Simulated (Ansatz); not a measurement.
CH$_{5}$B···H$_{2}$O

```xyz
10

B     0.1076    0.4059   -0.4152
O    -0.1097    0.0458    2.1485
H    -1.0574   -0.1577    2.0758
H     1.0294   -0.3175   -0.6864
C    -1.3651    0.0325   -0.7924
H    -1.5935   -1.0352   -0.6507
H    -2.1333    0.6475   -0.3002
H    -1.4575    0.2126   -1.8828
H     0.3598    1.4912    0.0292
H    -0.0432    0.9558    1.7693
```

Not at a stationary point (largest force 0.9 eV/Å).

All numbers below come from RKS B3LYP-D4/cc-pVDZ in Ansatz 0.2.0.

> Predict the electron density and electron localisation function between the atoms.

B1···H7 (2.26 Å): the density falls to about 0.93 e/Å³ on the way; the ELF climbs to about 1 towards the hydrogen, as it does in any bond to H.
C–B (1.57 Å): ρ at the midpoint is about 1.4 e/Å³; the ELF peaks at about 1 between the atoms, as expected for a covalent bond.
C–H (1.10 Å): ρ is about 1.9 e/Å³ halfway; the ELF climbs to about 1 towards the hydrogen: a covalent bond by its length.
B–H (1.20 Å): ρ at the midpoint is about 1.2 e/Å³; the ELF climbs to about 1 towards the hydrogen (an ordinary covalent bond to hydrogen).

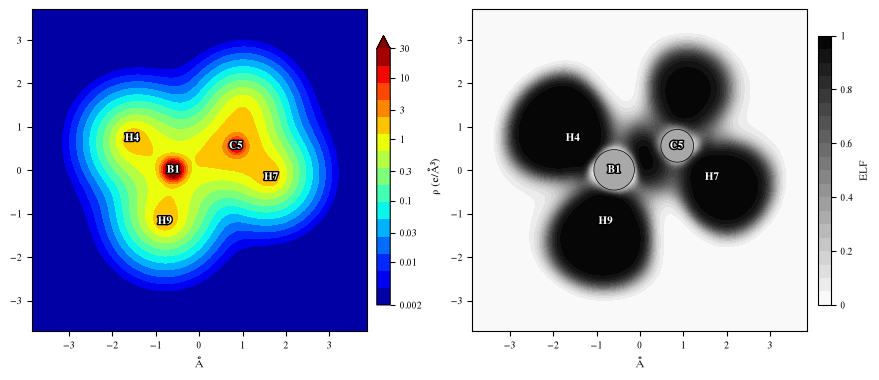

Computed electron density and electron localisation function on the plane of atoms H4, B1 and H9, in this order. Grey discs cover the atomic cores in the ELF map. 
